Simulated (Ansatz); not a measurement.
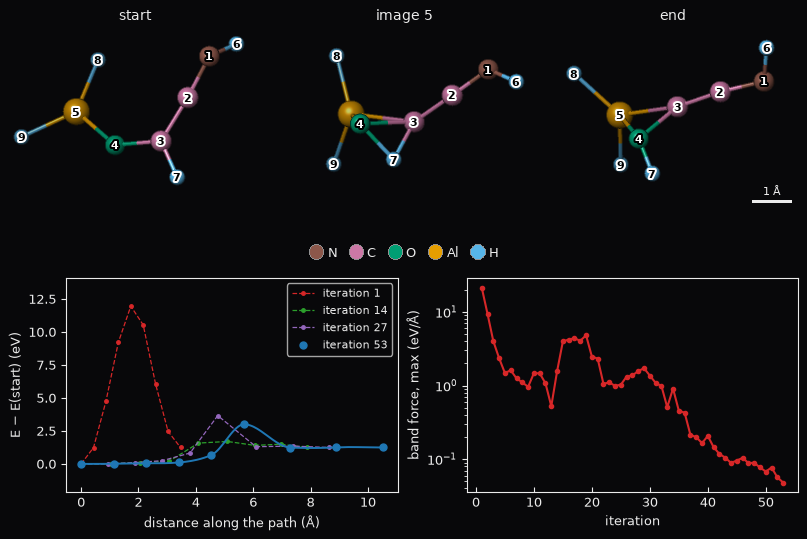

NEB run on C$_{2}$H$_{4}$AlNO. Images are numbered from 0 (start) to 8 (end). The plot follows the band through its iterations. The picture is a ball-and-stick view, seen at a tilt.

Theory: Ansatz 0.2.0, RKS PBE0-D4/def2-SVP. Settings: 7 movable images; climbing image; force threshold 0.05 eV/Å; iteration limit 60; starting path by straight interpolation.

### Did the band converge, and can the barrier be trusted?

The run is converged, with reservations. The band converged in 53 iterations. The largest component of the band force went from 22 to 0.048 eV/Å. The climbing image converged on the top of the path. Its curvatures weren't checked. The straight starting path can push atoms close together and costs iterations. The first iteration put the highest image at 11.96 eV. The energy climbs by 3.00 eV to image 5 and then falls by 1.76 eV, so the end point sits at +1.25 eV.
